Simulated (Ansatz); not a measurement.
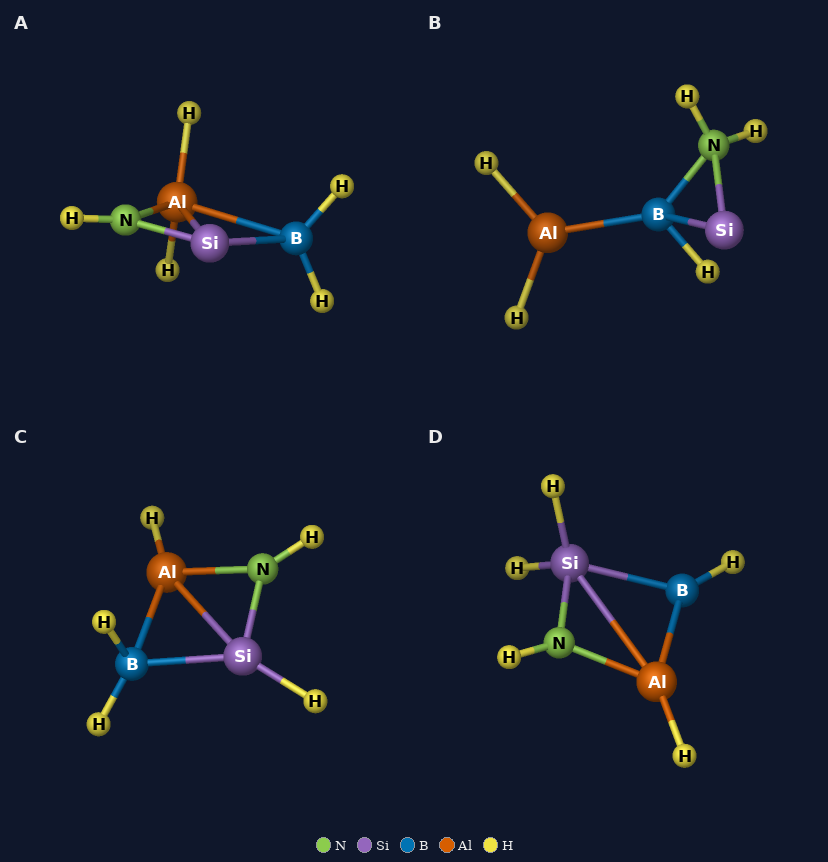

4 stationary structures of one formula. Geometries: PBE-D4/def2-SVP. Electronic energies: PBE-D4/def2-SVP (Ansatz 0.2.0), without zero-point energy. No frequency run is at hand to confirm each as a minimum. Each is one conformer, not always the lowest.

**Which is lowest in energy, and by how much?**

C is lowest; D lies 13.8 kcal/mol above it, A lies 16.9 kcal/mol above it, B lies 33.8 kcal/mol above it.
